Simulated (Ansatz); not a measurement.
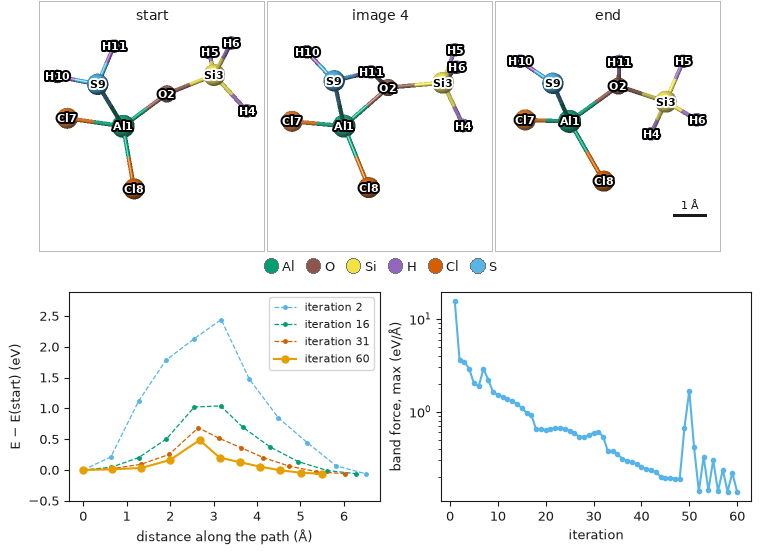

NEB run on AlSiH$_{5}$SOCl$_{2}$. Images are numbered from 0 (start) to 10 (end). The plot follows the band through its iterations. Style: ball-and-stick. Shown at a tilt.

Method: RKS B3LYP-D4/def2-SVP (Ansatz 0.2.0). Settings: 9 movable images; climbing image; force threshold 0.03 eV/Å; iteration limit 60; optimiser FIRE; largest step 0.5 Å; starting path through a guess of the saddle point.

**Did the band converge, and can the barrier be trusted?**

The result isn't final. The band hadn't converged when the run stopped after 60 iterations. The largest component of the band force went from 16 to 0.14 eV/Å. The barrier read from it is provisional, though the highest image hardly moved in the last two iterations. The step length is far from the usual. The first iteration put the highest image at 3.45 eV. The highest point, image 4, lies 0.49 eV above the start and 0.55 eV above the end; the end is at −0.06 eV relative to the start.
